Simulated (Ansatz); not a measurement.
# SiCl2O + H2O: a complex and its separated parts, part 2 of 2

Ansatz 0.2.0, Gaussian basis. Earlier steps stand in the parts before.

### 14 wB97X-V/def2-TZVPP

The inputs:

parta/in.yaml

```yaml
crystal:
  periodic: [false, false, false]
  atoms:
    - {symbol: Si, position_ang: [0.498743, 0.066541, 0.847792]}
    - {symbol: O, position_ang: [1.403261, -1.057376, 0.414612]}
    - {symbol: Cl, position_ang: [0.918809, 2.023553, 0.721102]}
    - {symbol: Cl, position_ang: [-1.328281, -0.142277, 1.648284]}
basis:
  gaussian: {orbitals: def2-TZVPP}
hamiltonian: {xc: {name: wB97X-V}}
```

partb/in.yaml

```yaml
crystal:
  periodic: [false, false, false]
  atoms:
    - {symbol: O, position_ang: [-0.322387, 0.027571, -1.085650]}
    - {symbol: H, position_ang: [0.094706, -0.770088, -1.418147]}
    - {symbol: H, position_ang: [-1.264849, -0.147827, -1.128093]}
basis:
  gaussian: {orbitals: def2-TZVPP}
hamiltonian: {xc: {name: wB97X-V}}
```

One command serves all of them, each in its own folder.

Command:

```sh
> ansatz run in.yaml --threads 4 --pin off --events-out ev --progress --plain --max-ram 9574MiB
```

Log of parta, shortened:

```text
Functional definition: wB97X-V
  name "wB97X-V"
  cite "Mardirossian & Head-Gordon, Phys. Chem. Chem. Phys. 16, 9904 (2014) doi:10.1039/C3CP54374A"
  cite "Becke, J. Chem. Phys. 107, 8554 (1997) doi:10.1063/1.475007"
  cite "Vydrov & Van Voorhis, J. Chem. Phys. 133, 244103 (2010) doi:10.1063/1.3521275"
[...]
      + integral(e_c_pw_opposite_spin*poly(b97_u_opposite, cos0, cos1)) + vv10(b, c)
1062 factors; their error is unknown
159 factors; integrals over basis functions are off by at most 4.2e-5 eV
[...]
mean field -34968.89735947 eV, -1285.0832751906 hartree, gradient 3.9e-5 eV, S^2 0.000000; 0 other end points of the search recorded, 0 dependent functions left out
reference -34968.89735792 eV, -1285.0832751335 hartree; 28, 28 occupied and 129, 129 virtual orbitals, 1062 factors
Total energy: -34968.89735792 eV, -1285.0832751335 hartree
```

partb printed, shortened:

```text
[... 5 set-up lines as earlier in the session ...]
[...]
      + integral(e_c_pw_opposite_spin*poly(b97_u_opposite, cos0, cos1)) + vv10(b, c)
269 factors; their error is unknown
69 factors; integrals over basis functions are off by at most 2.2e-5 eV
[...]
mean field -2079.88767338 eV, -76.4344621983 hartree, gradient 2.2e-5 eV, S^2 0.000000; 0 other end points of the search recorded, 0 dependent functions left out
reference -2079.88767249 eV, -76.4344621654 hartree; 5, 5 occupied and 54, 54 virtual orbitals, 269 factors
Total energy: -2079.88767249 eV, -76.4344621654 hartree
```

Wall times: 3.3 s (parta), 0.4 s (partb) on 4 threads of Arm Neoverse V1, shared host.

### 15 wB97M-V/def2-TZVPP

Each input of step 14 (parta, partb) changes in the same lines:

```diff
-hamiltonian: {xc: {name: wB97X-V}}
+hamiltonian: {xc: {name: wB97M-V}}
```

The same command starts each run, in its folder.

Command:

```sh
> ansatz run in.yaml --threads 4 --pin off --events-out ev --progress --plain --max-ram 9574MiB
```

parta printed, shortened:

```text
Functional definition: wB97M-V
  name "wB97M-V"
  cite "Mardirossian & Head-Gordon, J. Chem. Phys. 144, 214110 (2016) doi:10.1063/1.4952647"
[... 2 set-up lines as earlier in the session ...]
  # Of w^i u^j: cxij and so on, Table III.
[...]
  gx(w, u) = 1 - cx + cx01*u + cx10*w
[...]
      + integral(e_c_pw_mod_opposite_spin*gos(b97_w_opposite, b97_u_opposite)) + vv10(b, c)
1062 factors; their error is unknown
159 factors; integrals over basis functions are off by at most 4.2e-5 eV
[...]
mean field -34972.66152358 eV, -1285.2216056703 hartree, gradient 1.4e-5 eV, S^2 0.000000; 0 other end points of the search recorded, 0 dependent functions left out
reference -34972.66156121 eV, -1285.2216070529 hartree; 28, 28 occupied and 129, 129 virtual orbitals, 1062 factors
Total energy: -34972.66156121 eV, -1285.2216070529 hartree
```

Output in partb, shortened:

```text
[... 5 set-up lines as earlier in the session ...]
  # Of w^i u^j: cxij and so on, Table III.
[...]
  gx(w, u) = 1 - cx + cx01*u + cx10*w
[...]
      + integral(e_c_pw_mod_opposite_spin*gos(b97_w_opposite, b97_u_opposite)) + vv10(b, c)
269 factors; their error is unknown
69 factors; integrals over basis functions are off by at most 2.2e-5 eV
[...]
mean field -2079.85938470 eV, -76.4334226083 hartree, gradient 2.8e-5 eV, S^2 0.000000; 0 other end points of the search recorded, 0 dependent functions left out
reference -2079.85940671 eV, -76.4334234171 hartree; 5, 5 occupied and 54, 54 virtual orbitals, 269 factors
Total energy: -2079.85940671 eV, -76.4334234171 hartree
```

Wall times: 4.2 s (parta), 0.4 s (partb) on 4 threads of Arm Neoverse V1, shared host.

### 16 B2PLYP/def2-TZVPP

The same edit goes into each in.yaml of step 15 (parta, partb):

```diff
-hamiltonian: {xc: {name: wB97M-V}}
+hamiltonian: {xc: {name: B2PLYP}}
```

One command serves all of them, each in its own folder.

Command:

```sh
> ansatz run in.yaml --threads 4 --pin off --events-out ev --progress --plain --max-ram 9574MiB
```

Log of parta, shortened:

```text
Functional definition: B2PLYP
  name "B2PLYP"
  cite "Grimme, J. Chem. Phys. 124, 034108 (2006) doi:10.1063/1.2148954"
[... 2 set-up lines as earlier in the session ...]
[...]
956 factors; integrals over basis functions are off by at most 1.3e-3 eV
[...]
mean field -34956.78060614 eV, -1284.6379927187 hartree, gradient 2.7e-6 eV, S^2 0.000000; 0 other end points of the search recorded, 0 dependent functions left out
16 core orbitals not correlated: weight in the atoms' cores, before any rotation towards them, 1.000 or more for the frozen orbitals, at most 0.000 for the correlated occupied ones
reference -34956.78075510 eV, -1284.6379981929 hartree; 12, 12 occupied and 129, 129 virtual orbitals, 956 factors
second order -24.13630783 eV of doubles, -0.00000000 eV of singles
Total energy: -34963.29755822 eV, -1284.8774862901 hartree
```

Log of partb, shortened:

```text
[... 5 set-up lines as earlier in the session ...]
[...]
361 factors; integrals over basis functions are off by at most 8.5e-4 eV
[...]
mean field -2077.03827974 eV, -76.3297489132 hartree, gradient 1.2e-6 eV, S^2 0.000000; 0 other end points of the search recorded, 0 dependent functions left out
1 core orbitals not correlated: weight in the atoms' cores, before any rotation towards them, 1.000 or more for the frozen orbitals, at most 0.000 for the correlated occupied ones
reference -2077.03836476 eV, -76.3297520378 hartree; 4, 4 occupied and 54, 54 virtual orbitals, 361 factors
second order -8.41873735 eV of doubles, -0.00000000 eV of singles
Total energy: -2079.31142385 eV, -76.4132854185 hartree
```

Times: 2.2 s (parta), 0.25 s (partb) on 4 threads of Arm Neoverse V1, shared host.

### 17 PBE-QIDH/def2-TZVPP

The same edit goes into each in.yaml of step 16 (parta, partb):

```diff
-hamiltonian: {xc: {name: B2PLYP}}
+hamiltonian: {xc: {name: PBE-QIDH}}
```

The same command starts each run, in its folder.

Command:

```sh
> ansatz run in.yaml --threads 4 --pin off --events-out ev --progress --plain --max-ram 9574MiB
```

parta printed, shortened:

```text
Functional definition: PBE-QIDH
  name "PBE-QIDH"
  cite "Brémond, Sancho-García, Pérez-Jiménez & Adamo, J. Chem. Phys. 141, 031101 (2014) doi:10.1063/1.4890314"
[... 1 set-up line as earlier in the session ...]
[...]
956 factors; integrals over basis functions are off by at most 1.3e-3 eV
[...]
mean field -34946.44994686 eV, -1284.2583479924 hartree, gradient 8.3e-6 eV, S^2 0.000000; 0 other end points of the search recorded, 0 dependent functions left out
16 core orbitals not correlated: weight in the atoms' cores, before any rotation towards them, 1.000 or more for the frozen orbitals, at most 0.000 for the correlated occupied ones
reference -34946.44995697 eV, -1284.2583483641 hartree; 12, 12 occupied and 129, 129 virtual orbitals, 956 factors
second order -22.26308246 eV of doubles, -0.00000000 eV of singles
Total energy: -34953.87098446 eV, -1284.5310660941 hartree
```

Output in partb, shortened:

```text
[... 4 set-up lines as earlier in the session ...]
[...]
361 factors; integrals over basis functions are off by at most 8.5e-4 eV
[...]
mean field -2075.58435520 eV, -76.2763181720 hartree, gradient 2.3e-6 eV, S^2 0.000000; 0 other end points of the search recorded, 0 dependent functions left out
1 core orbitals not correlated: weight in the atoms' cores, before any rotation towards them, 1.000 or more for the frozen orbitals, at most 0.000 for the correlated occupied ones
reference -2075.58436069 eV, -76.2763183738 hartree; 4, 4 occupied and 54, 54 virtual orbitals, 361 factors
second order -7.85900301 eV of doubles, -0.00000000 eV of singles
Total energy: -2078.20402836 eV, -76.3725893851 hartree
```

They took 2.2 s (parta), 0.25 s (partb) on 4 threads of Arm Neoverse V1, shared host.

### 18 RPA on PBE/def2-TZVPP

Each input of step 17 (parta, partb) changes in the same lines:

```diff
-hamiltonian: {xc: {name: PBE-QIDH}}
+hamiltonian: {xc: pbe}
+correlation: {method: rpa}
```

One command serves all of them, each in its own folder.

Command:

```sh
> ansatz run in.yaml --threads 4 --pin off --events-out ev --progress --plain --max-ram 9574MiB
```

parta printed, shortened:

```text
[... 4 set-up lines as earlier in the session ...]
[...]
956 factors; integrals over basis functions are off by at most 1.3e-3 eV
[...]
mean field -34958.52050630 eV, -1284.7019328704 hartree, gradient 1.9e-6 eV, S^2 0.000000; 0 other end points of the search recorded, 0 dependent functions left out
16 core orbitals not correlated: weight in the atoms' cores, before any rotation towards them, 1.000 or more for the frozen orbitals, at most 0.000 for the correlated occupied ones
reference -34909.77884497 eV, -1282.9107098548 hartree; 12, 12 occupied and 129, 129 virtual orbitals, 956 factors
Total energy: -34940.74247832 eV, -1284.0486023925 hartree
```

Log of partb, shortened:

```text
[... 4 set-up lines as earlier in the session ...]
[...]
361 factors; integrals over basis functions are off by at most 8.5e-4 eV
[...]
mean field -2078.40755688 eV, -76.3800689201 hartree, gradient 4.6e-6 eV, S^2 0.000000; 0 other end points of the search recorded, 0 dependent functions left out
1 core orbitals not correlated: weight in the atoms' cores, before any rotation towards them, 1.000 or more for the frozen orbitals, at most 0.000 for the correlated occupied ones
reference -2069.53696334 eV, -76.0540806202 hartree; 4, 4 occupied and 54, 54 virtual orbitals, 361 factors
Total energy: -2080.48261419 eV, -76.4563258696 hartree
```

Wall times: 1.8 s (parta), 0.25 s (partb) on 4 threads of Arm Neoverse V1, shared host.

### 19 CCSD(T)/def2-TZVPP

The same edit goes into each in.yaml of step 18 (parta, partb):

```diff
-hamiltonian: {xc: pbe}
-correlation: {method: rpa}
+correlation: {method: ccsd_t}
```

One command serves all of them, each in its own folder.

Command:

```sh
> ansatz run in.yaml --threads 4 --pin off --events-out ev --progress --plain --max-ram 9574MiB
```

Log of parta, shortened:

```text
Functional definition: HF
  name "HF"
  cite "Fock, Z. Phys. 61, 126 (1930) doi:10.1007/BF01340294"
[... 1 set-up line as earlier in the session ...]
[...]
956 factors; integrals over basis functions are off by at most 1.3e-3 eV
[...]
mean field -34911.33013875 eV, -1282.9677188494 hartree, gradient 1.3e-6 eV, S^2 0.000000; 0 other end points of the search recorded, 0 dependent functions left out
16 core orbitals not correlated: weight in the atoms' cores, before any rotation towards them, 1.000 or more for the frozen orbitals, at most 0.000 for the correlated occupied ones
reference -34911.33013875 eV, -1282.9677188494 hartree; 12, 12 occupied and 129, 129 virtual orbitals, 956 factors
second order -19.59692157 eV of doubles, -0.00000000 eV of singles
cycle   1  -19.69372494 eV  change   -9.7e-2 eV  update   1.2e-1
[...]
cycle  10  -20.29992600 eV  change    1.1e-5 eV  update   1.5e-5
perturbative correction -0.94538176 eV, -0.0347421391 hartree
Total energy: -34932.57544651 eV, -1283.7484695091 hartree
```

Output in partb, shortened:

```text
[... 4 set-up lines as earlier in the session ...]
[...]
361 factors; integrals over basis functions are off by at most 8.5e-4 eV
[...]
mean field -2069.76241021 eV, -76.0623656399 hartree, gradient 3.6e-6 eV, S^2 0.000000; 0 other end points of the search recorded, 0 dependent functions left out
1 core orbitals not correlated: weight in the atoms' cores, before any rotation towards them, 1.000 or more for the frozen orbitals, at most 0.000 for the correlated occupied ones
reference -2069.76241021 eV, -76.0623656399 hartree; 4, 4 occupied and 54, 54 virtual orbitals, 361 factors
second order -7.10557547 eV of doubles, -0.00000000 eV of singles
cycle   1  -7.11163533 eV  change   -6.1e-3 eV  update   4.1e-2
[...]
cycle   8  -7.26609201 eV  change    3.4e-6 eV  update   7.2e-6
perturbative correction -0.20740436 eV, -0.0076219697 hartree
Total energy: -2077.23590659 eV, -76.3370115659 hartree
```

They took 6.5 s (parta), 0.25 s (partb) on 4 threads of Arm Neoverse V1, shared host; peak memory 0.74 GiB.

### 20 Vibrations of SiCl2O

vib-parta/in.yaml

```yaml
crystal:
  periodic: [false, false, false]
  atoms:
    - {symbol: Si, position_ang: [0.498743, 0.066541, 0.847792]}
    - {symbol: O, position_ang: [1.403261, -1.057376, 0.414612]}
    - {symbol: Cl, position_ang: [0.918809, 2.023553, 0.721102]}
    - {symbol: Cl, position_ang: [-1.328281, -0.142277, 1.648284]}
basis:
  gaussian: {orbitals: def2-TZVP}
hamiltonian: {xc: pbe0, dispersion: d4}
phonons: {temperatures: {t_min: 298.15, t_max: 900, t_step: 200}}
```

Command:

```sh
> ansatz run in.yaml --threads 4 --pin off --events-out ev --progress --plain --max-ram 9574MiB
```

Standard output, shortened:

```text
[... 5 set-up lines as earlier in the session ...]
[...]
955 factors; their error is unknown
[...]
mean field -34960.96652754 eV, -1284.7918224930 hartree, gradient 3.0e-5 eV, S^2 0.000000; 0 other end points of the search recorded, 0 dependent functions left out
[...]
Atom 1 at     1.403261    -1.057376     0.414612 Å, force    -0.001609     0.002057     0.000772 eV/Å
Atom 2 at     0.918809     2.023553     0.721102 Å, force     0.001061     0.000026    -0.000468 eV/Å
Atom 3 at    -1.328281    -0.142277     1.648284 Å, force    -0.000143    -0.001119     0.000030 eV/Å
Dipole moment:    -0.395006     0.490828     0.189171 e Å
Vibrations: 199.98 270.03 291.46 504.44 644.99 1285.03 cm⁻¹, zero-point energy 0.198122 eV
```

Wall time 18 s (4 threads of Arm Neoverse V1, shared host).

The modes, with what each moves most:

```csv
mode,wavenumber (cm⁻¹),character
1,200,bend
2,270,bend
3,291,out-of-plane bend
4,504,Si–Cl stretch
5,645,Si–Cl stretch
6,1285,Si–O stretch
```

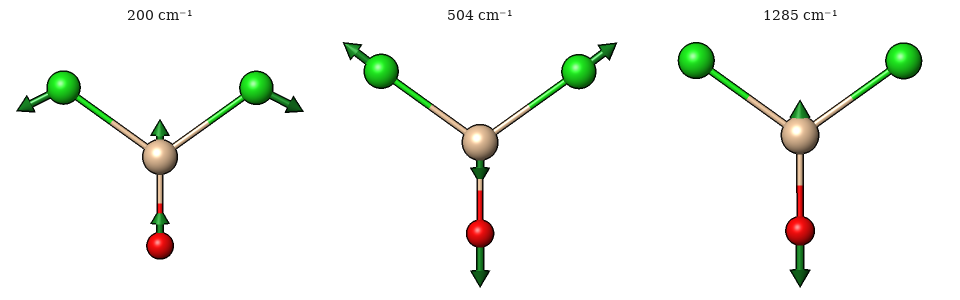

Displacements of 3 modes, as arrows.

Vibrational sums (real modes only):

```csv
T (K),entropy (J/mol/K),heat capacity (J/mol/K)
298,26.1,31.8
498,44.7,40.0
698,58.9,43.9
898,70.2,46.0
```

### 21 Vibrations of H2O

vib-partb/in.yaml

```yaml
crystal:
  periodic: [false, false, false]
  atoms:
    - {symbol: O, position_ang: [-0.322387, 0.027571, -1.085650]}
    - {symbol: H, position_ang: [0.094706, -0.770088, -1.418147]}
    - {symbol: H, position_ang: [-1.264849, -0.147827, -1.128093]}
basis:
  gaussian: {orbitals: def2-TZVP}
hamiltonian: {xc: pbe0, dispersion: d4}
phonons: {temperatures: {t_min: 298.15, t_max: 900, t_step: 200}}
```

Command:

```sh
> ansatz run in.yaml --threads 4 --pin off --events-out ev --progress --plain --max-ram 9574MiB
```

Standard output, shortened:

```text
[... 5 set-up lines as earlier in the session ...]
[...]
239 factors; their error is unknown
[...]
mean field -2078.33307676 eV, -76.3773318262 hartree, gradient 1.2e-5 eV, S^2 0.000000; 0 other end points of the search recorded, 0 dependent functions left out
[...]
Total energy: -2078.33734662 eV, -76.3774887405 hartree
Atom 0 at    -0.322387     0.027571    -1.085650 Å, force    -0.000588    -0.000181    -0.000055 eV/Å
Atom 1 at     0.094706    -0.770088    -1.418147 Å, force     0.000589    -0.000220    -0.000106 eV/Å
Atom 2 at    -1.264849    -0.147827    -1.128093 Å, force    -0.000001     0.000401     0.000161 eV/Å
Dipole moment:    -0.193713    -0.358787    -0.138248 e Å
Vibrations: 1622.94 3851.67 3959.36 cm⁻¹, zero-point energy 0.584831 eV
```

Wall time 1.1 s (4 threads of Arm Neoverse V1, shared host).

Wavenumbers and character of the modes:

```csv
mode,wavenumber (cm⁻¹),character
1,1623,bend
2,3852,O–H stretch
3,3959,O–H stretch
```

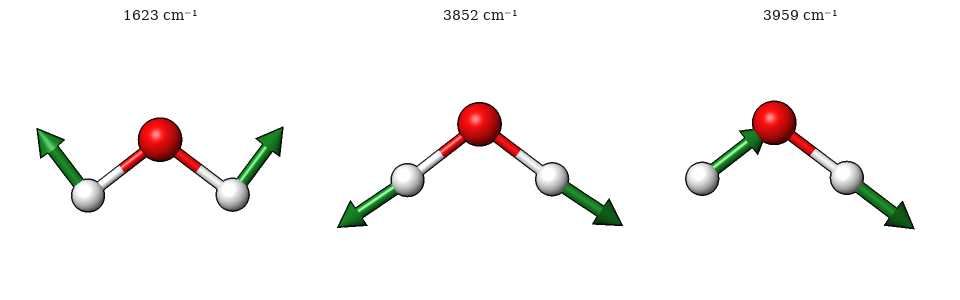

How the atoms move in 3 of the modes.

Vibrational sums (real modes only):

```csv
T (K),entropy (J/mol/K),heat capacity (J/mol/K)
298,0.0,0.2
498,0.4,1.7
698,1.4,3.9
898,2.6,6.1
```

### 22 Complex less separated parts

The complex's own energies come from single points at the same levels.

Rows are in def2-TZVPP; times add the 3 runs of a level on a shared host, so small differences are noise.

Differences are taken before rounding.

```csv
method,rung,complex less parts (kcal/mol),from CCSD(T) (kcal/mol),time
SPW92,LDA,-31.7,-8.4,1.8 s
PBE-D4,GGA,-23.2,+0.1,2.7 s
BLYP-D4,GGA,-20.6,+2.7,2.7 s
r2SCAN-D4,meta-GGA,-25.5,-2.3,6.2 s
B97M-V,meta-GGA,-24.5,-1.2,11 s
PBE0-D4,hybrid,-25.9,-2.6,4.4 s
B3LYP-D4,hybrid,-23.3,0.0,4 s
r2SCAN0-D4,hybrid,-27.4,-4.1,7.5 s
BHLYP-D4,hybrid,-26.5,-3.2,3.9 s
CAM-B3LYP-D4,range-separated hybrid,-25.8,-2.5,4.3 s
wB97X-V,range-separated hybrid,-26.1,-2.8,10 s
wB97M-V,range-separated hybrid,-26.2,-2.9,12 s
B2PLYP,double hybrid,-21.9,+1.4,6.6 s
PBE-QIDH,double hybrid,-26.1,-2.8,6.7 s
RPA on PBE,RPA,-19.9,+3.4,5.7 s
Hartree-Fock,wavefunction,-22.8,+0.5,
MP2,wavefunction,-23.8,-0.5,
CCSD,wavefunction,-23.5,-0.2,
CCSD(T),wavefunction,-23.3,0,92 s
```

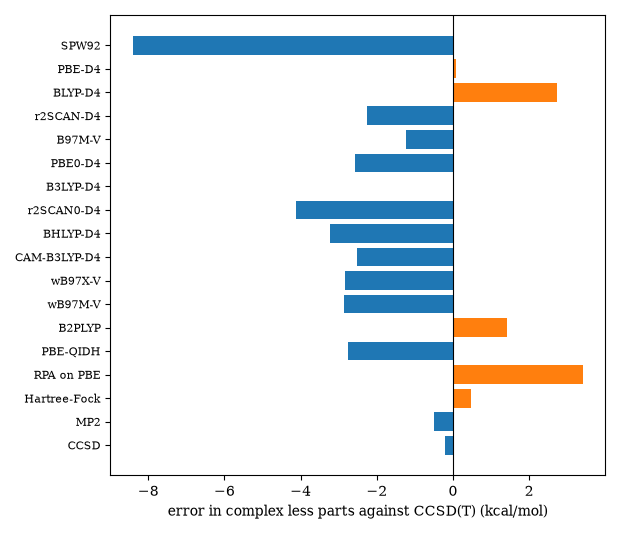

Deviations from CCSD(T), method by method.

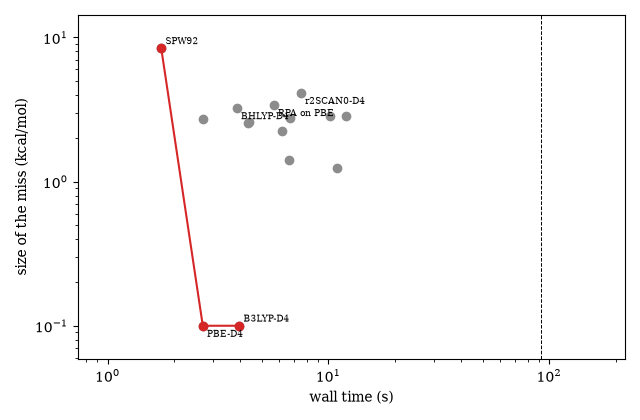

Accuracy for the time spent; red marks the levels that beat every quicker one drawn (of those quicker than the yardstick), and the dashed line is the time of CCSD(T). Only those levels and the largest misses are named. Misses under 0.1 kcal/mol are drawn at that value. Times are from a shared host.

B3LYP-D4 reaches 0.0 kcal/mol from the reference in 4 s, where CCSD(T) took 92 s; the quickest level in the cost chart, SPW92, takes 1.8 s and misses by 8.4 kcal/mol.

The complex's zero-point energy, from a separate PBE0-D4 run, is 0.904 eV.

### 23 Summary of results

What follows sums up all 2 parts.

| quantity | value |
| --- | --- |
| complex less parts, CCSD(T)/def2-TZVPP | -23.3 kcal/mol |
| with zero-point energy | -20.5 kcal/mol |
| largest T1 diagnostic | 0.016 |

At CCSD(T) the complex lies 23.3 kcal/mol below its parts. Among the functionals B3LYP-D4 lands nearest to CCSD(T) (0.0 kcal/mol) and SPW92 farthest (-8.4 kcal/mol). Mean unsigned error by rung: LDA 8.4, GGA 1.4, meta-GGA 1.7, hybrid 2.5, range-separated hybrid 2.7, double hybrid 2.1 kcal/mol. PBE-D4 gives a relative energy 0.1 kcal/mol too high, inside chemical accuracy (1 kcal/mol). No counterpoise was applied, and triple zeta lacks some correlation, so the CCSD(T) reference has a basis error of its own, and close matches with it are partly luck.
